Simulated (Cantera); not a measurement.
Charge: 1 mol Si, a varied amount of H₂O, 150 mol N₂, held at 1527 °C and 0.0133 bar.

Equilibrium computed with Cantera from the NASA thermochemical tables; the gas is ideal and each condensed phase is pure. Candidate condensed phases: H₂O, Si, SiO₂, Si₂N₂O, Si₃N₄; 35 gas species. The tables hold silica as quartz up to 1696 K and as liquid above; real silica turns to tridymite and cristobalite and melts near 1996 K. Rates play no part.

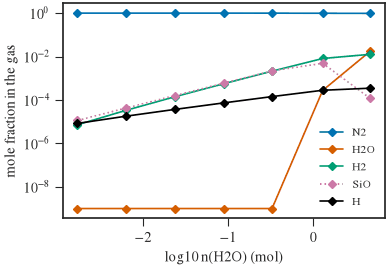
Equilibrium gas composition (values under 1e-9 drawn at 1e-9)

Q: Read off the mole fractions at 0.024 mol H₂O.

A: N₂ about 1.00, SiO about 0.00016, H₂ about 0.00014, H about 3.7e-5.
